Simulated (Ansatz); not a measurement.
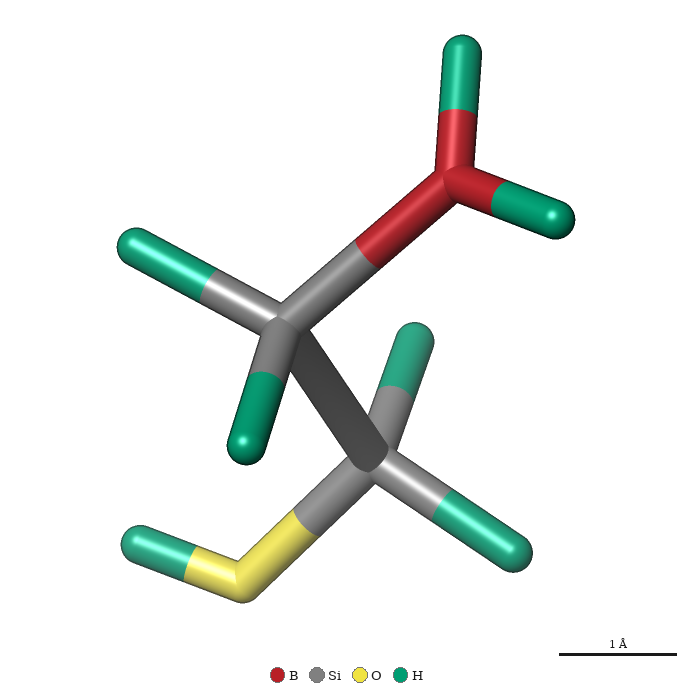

Starting geometry of the run.

Ansatz 0.2.0 input:

```yaml
crystal:
  periodic: [false, false, false]
  atoms:
    - {symbol: B, position_ang: [-1.173631, 1.893100, -0.153192]}
    - {symbol: Si, position_ang: [-0.888406, -0.038212, -0.539275]}
    - {symbol: Si, position_ang: [1.078347, -0.639234, 0.626707]}
    - {symbol: O, position_ang: [1.469771, -2.226757, 0.384199]}
    - {symbol: H, position_ang: [-0.638090, 2.736220, -0.810089]}
    - {symbol: H, position_ang: [-1.811261, 2.244553, 0.794930]}
    - {symbol: H, position_ang: [-1.982151, -0.934424, -0.069740]}
    - {symbol: H, position_ang: [-0.620994, -0.330892, -1.978868]}
    - {symbol: H, position_ang: [0.892701, -0.496533, 2.091527]}
    - {symbol: H, position_ang: [2.186048, 0.262593, 0.196137]}
    - {symbol: H, position_ang: [1.553168, -2.527315, -0.521635]}
basis:
  gaussian: {orbitals: aug-pcseg-2, final_grid: {core_spheres: 5, valence_spheres: 4, degree: 11}}
total_charge: 1
magnetization: {spin_polarized: true, initial_magnetization: 1}
hamiltonian: {xc: {name: B2GP-PLYP}}
output: {forces: true}
```

Command:

```sh
ansatz run in.yaml --threads 2 --pin off --events-out ev --progress --plain --max-ram 4352MiB
```

Output:

```
Functional definition: B2GP-PLYP
  name "B2GP-PLYP"
  cite "Karton, Tarnopolsky, Lamère, Schatz & Martin, J. Phys. Chem. A 112, 12868 (2008) doi:10.1021/jp801805p"
  cite "Becke, Phys. Rev. A 38, 3098 (1988) doi:10.1103/PhysRevA.38.3098"
  cite "Lee, Yang & Parr, Phys. Rev. B 37, 785 (1988) doi:10.1103/PhysRevB.37.785"
  parameter a = 0.65
  parameter c = 0.36
  exchange = (1 - a)*b88_x + a*exact_x
  correlation = (1 - c)*lyp_c + c*(mp2_os + mp2_ss)
2161 factors; integrals over basis functions are off by at most 7.9e-4 eV
mean field evaluation 1: about -18559.4742 eV, gradient 4.5e1 eV
mean field evaluation 2: about -18559.5545 eV, gradient 4.5e1 eV
mean field evaluation 4: about -18566.3586 eV, gradient 6.7e0 eV
mean field evaluation 8: about -18566.6374 eV, gradient 2.3e-1 eV
mean field evaluation 16: about -18566.6395 eV, gradient 6.8e-3 eV
mean field evaluation 32: about -18565.7300 eV, gradient 4.6e0 eV
mean field -18566.63948626 eV, -682.3114162000 hartree, gradient 5.7e-6 eV, S^2 0.776565; 3 other end points of the search recorded, 0 dependent functions left out
12 core orbitals not correlated: weight in the atoms' cores, before any rotation towards them, 1.000 or more for the frozen orbitals, at most 0.000 for the correlated occupied ones
reference -18566.63964097 eV, -682.3114218853 hartree; 12, 11 occupied and 329, 330 virtual orbitals, 2161 factors
second order -17.80121861 eV of doubles, -0.00000000 eV of singles
the calculation of the forces begins
Total energy: -18573.04807967 eV, -682.5469276637 hartree
Atom 0 at    -1.173631     1.893100    -0.153192 Å, force     0.507054     1.868890     0.938429 eV/Å
Atom 1 at    -0.888406    -0.038212    -0.539275 Å, force    -2.076345    -0.896271    -1.721495 eV/Å
Atom 2 at     1.078347    -0.639234     0.626707 Å, force     2.966622    -0.916947     2.107160 eV/Å
Atom 3 at     1.469771    -2.226757     0.384199 Å, force    -1.170985     1.202317    -0.297842 eV/Å
Atom 4 at    -0.638090     2.736220    -0.810089 Å, force    -0.155155    -0.511077    -0.145130 eV/Å
Atom 5 at    -1.811261     2.244553     0.794930 Å, force    -0.041325    -0.458795    -0.305508 eV/Å
Atom 6 at    -1.982151    -0.934424    -0.069740 Å, force     0.445247     0.066374     0.069599 eV/Å
Atom 7 at    -0.620994    -0.330892    -1.978868 Å, force     0.200127    -0.040326     0.412246 eV/Å
Atom 8 at     0.892701    -0.496533     2.091527 Å, force    -0.484249     0.022233    -0.369634 eV/Å
Atom 9 at     2.186048     0.262593     0.196137 Å, force    -0.548445     0.023209    -0.483440 eV/Å
Atom 10 at     1.553168    -2.527315    -0.521635 Å, force     0.357453    -0.359608    -0.204386 eV/Å
Dipole moment:    -0.170932     0.321899    -0.305791 e Å
```

The run converged.
